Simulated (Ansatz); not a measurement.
Results of rVV10 (Ansatz, an electronic-structure program, PAW) for double-hcp La.

Settings: plane-wave cutoff 520 eV, 18×18×6 k mesh (along the axes of the cell as run), Fermi–Dirac smearing 0.05 eV, scalar-relativistic PAW data made under PBE.

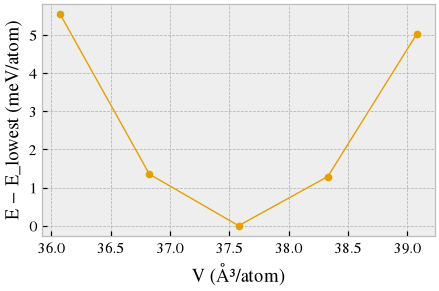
Figure. Total energy against volume

Q: From the curve, estimate the equilibrium volume and the bulk modulus.

A: V0 ≈ 37.6 Å³/atom and B0 ≈ 28 GPa; the fit gives V0 = 37.579 Å³/atom, B0 = 28.1 GPa, B′ = 2.6.

Shape and atoms are relaxed at each volume.

Measured, for comparison: bulk modulus 27.9 GPa (room temperature, no zero-point or thermal correction; as tabulated in Wikipedia's data pages). Computed (rounded) less measured: bulk modulus +0.7 %.

Note: the bulk modulus comes from volumes at which shape and atoms were relaxed.

Spin–orbit coupling is not included.

Computed values are for the static lattice.
